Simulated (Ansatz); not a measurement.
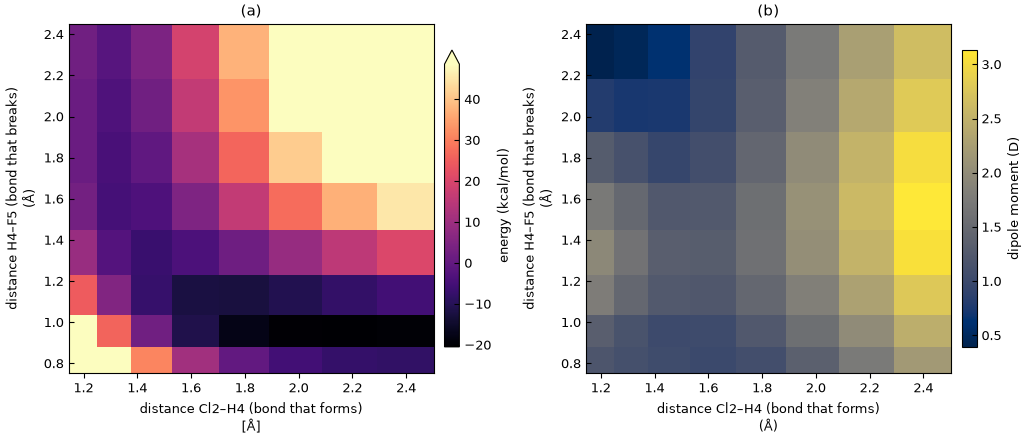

The reacting system ClFH₂OZn (fragments ClHOZn + FH where the first distance is long, ClFH₂OZn where the second is long). First axis: distance Cl2–H4 (bond that forms). Second axis: distance H4–F5 (bond that breaks). Relaxed at each point: all other coordinates. The grid has 8 × 8 points. Points are written as (first, second). All energies are given in kcal/mol relative to a guessed transition structure relaxed with its forming and breaking bonds held. The reference is spin-restricted, so regions where a bond is pulled apart into radicals lie too high. Theory: Ansatz, RKS PBE0-D4/def2-SVP.

Panel (a) is the energy; panel (b) is the computed dipole moment, in D.

Drawn: one coloured cell a grid point, one colour for all values above the top of the scale.

> How does the dipole moment vary over the map, and what is it at the lowest grid point?

Leaving out the highest fifth of the energies, it runs from 0.39 D at (1.197 Å, 2.319 Å) to 3.05 D at (2.397 Å, 1.339 Å). At the lowest grid point, (2.187 Å, 0.951 Å), it is 1.98 D.

```csv
"second ↓, first →",1.197,1.302,1.448,1.613,1.793,1.985,2.187,2.397
2.319,0.39,0.46,0.63,0.91,1.28,1.73,2.26,2.65
2.056,0.80,0.73,0.75,0.94,1.33,1.83,2.38,2.80
1.804,1.28,1.13,0.96,1.09,1.45,1.98,2.53,3.02
1.564,1.73,1.47,1.24,1.25,1.58,2.07,2.60,3.13
1.339,1.94,1.63,1.33,1.31,1.60,2.03,2.53,3.05
1.132,1.77,1.46,1.24,1.23,1.46,1.83,2.29,2.78
0.951,1.33,1.15,1.02,1.03,1.24,1.58,1.98,2.46
0.819,1.19,1.11,1.04,1.00,1.09,1.35,1.74,2.19
```
